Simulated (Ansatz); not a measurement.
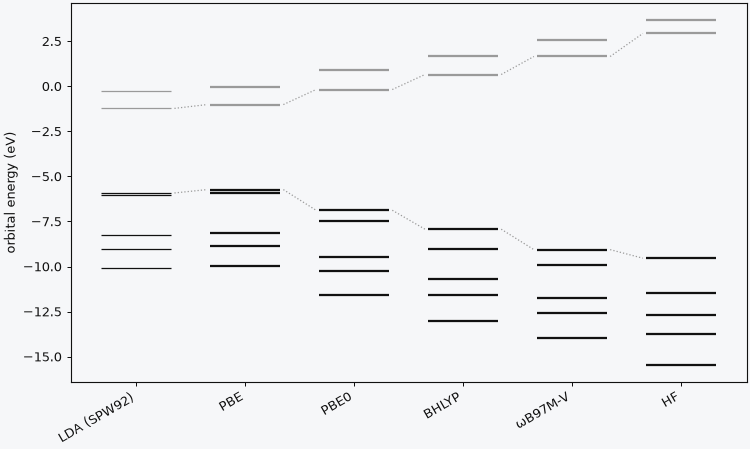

Frontier orbital energies of C₂H₆GeO, SMILES [CH3][Ge@H]1[CH2][O]1, singlet at one geometry, def2-TZVPP, the Ansatz code, at a PBE0-D4/def2-TZVP geometry (a minimum by its frequencies). Empty levels are grey, levels within 0.1 eV stand side by side; all columns show the same few orbitals around the gap. Dotted lines join the HOMOs and the LUMOs.

How do the frontier levels move from column to column?

The separation grows from 4.69 eV (LDA (SPW92)) to 12.47 eV (HF).

```tsv
level	HOMO (eV)	LUMO (eV)	separation (eV)
LDA (SPW92)	−5.92	−1.23	4.69
PBE	−5.73	−1.02	4.72
PBE0	−6.88	−0.18	6.70
BHLYP	−7.93	0.65	8.58
ωB97M-V	−9.06	1.65	10.71
HF	−9.54	2.93	12.47
```

Limits of at least one run: empty levels above zero depend strongly on the basis; no scalar relativity up to krypton.
